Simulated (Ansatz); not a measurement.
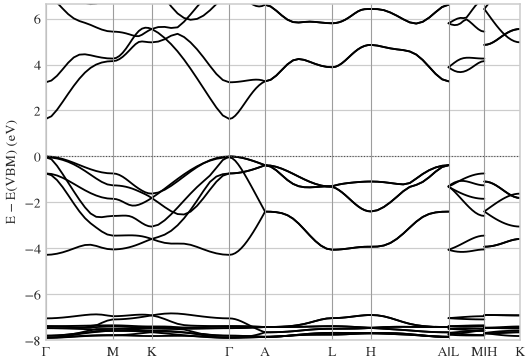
Band structure from plane-wave PAW r²SCAN (Ansatz code)

Q: Read off the gap and where the band edges lie.

A: About 1.6 eV (1.63 eV by a search for the band edges); maximum at Γ, minimum at Γ.

The material is CdS (wurtzite, P6_3mc).

The r²SCAN relaxation kept the symmetry of its start; phonons on a q-mesh show no instability. Scalar-relativistic: spin–orbit coupling is off unless named, which matters more the heavier the elements.

Potentials: the later of the program's two PAW sets.
